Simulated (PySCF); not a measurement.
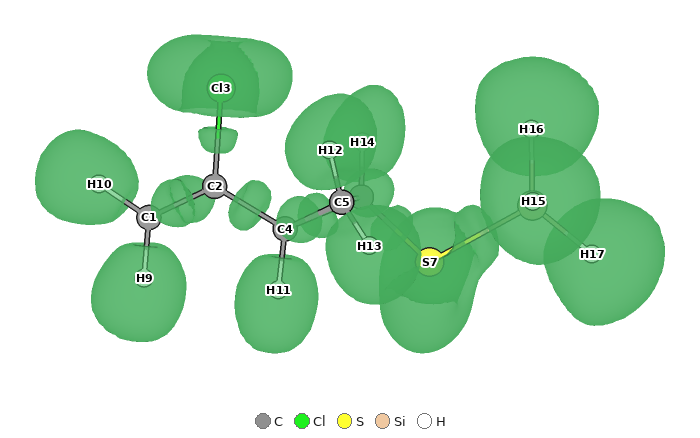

Figure 1: C$_{5}$H$_{9}$ClSSi. Isosurface of the electron localisation function at 0.8 (green), seen at a tilt. Only the valence region is drawn (cores and ρ < 0.01 e/Å³ removed).

Geometry: GFN2-xTB.

These are results of PySCF, CAM-B3LYP/def2-SVPD, SCF density, gas phase, not measurements.

```xyz
17

C    -3.1519    1.2184   -0.1286
C    -2.1425    0.5242    0.3734
Cl   -2.2005    0.0014    2.0283
C    -0.9293    0.1445   -0.3659
C    -0.2064   -1.1486   -0.0872
C     0.4159    0.1452    0.3135
S     1.8184    0.7913   -0.6090
Si    3.3793   -0.3649    0.3020
H    -3.1308    1.5508   -1.1507
H    -4.0174    1.4735    0.4551
H    -0.9400    0.4804   -1.3950
H    -0.5917   -1.7890    0.6922
H     0.2068   -1.6717   -0.9361
H     0.4519    0.4046    1.3624
H     3.0853   -1.7747    0.0699
H     3.3721   -0.0716    1.7304
H     4.5737    0.0981   -0.3781
```

Where are the electrons localised?

At this value the surface marks out five regions between bonded C–C atoms (shared pairs), one region between bonded C–Cl atoms (shared pairs), one region between bonded C–S atoms (shared pairs), nine regions around hydrogen nuclei, one region on S in which the atom's valence shell and bonds are merged and one ring or bowl of non-bonding electrons around Cl. Profiles from the grid: C–C (1.32 Å): the ELF peaks at about 0.90 between the atoms (a short, multiple covalent bond). C–Cl (1.74 Å): the ELF peaks at about 0.90 between the atoms; a covalent bond.
